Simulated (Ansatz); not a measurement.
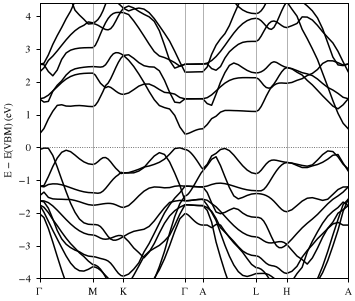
Band structure from DFT-PBE in the program Ansatz with PAW potentials

**Question.** Read off the gap and where the band edges lie.

**Answer.** About 0.4 eV (0.40 eV by a search for the band edges); maximum on the K–Γ line, 88 % of the way from K, minimum at Γ.

The material is Sb$_{2}$Se$_{3}$ (La2O3 or Ni2Al3 type, P-3m1).

A made-up cell: these elements were put on the sites of a structure type; neither database checked (COD, Materials Project) lists it. It is not the phase usual at ambient conditions (space group No. 62). The PBE relaxation kept the symmetry of its start; whether a distortion lowers the energy is not shown. Spin–orbit coupling is left out wherever it is not named.

Potentials: the earlier of the program's two PAW sets.
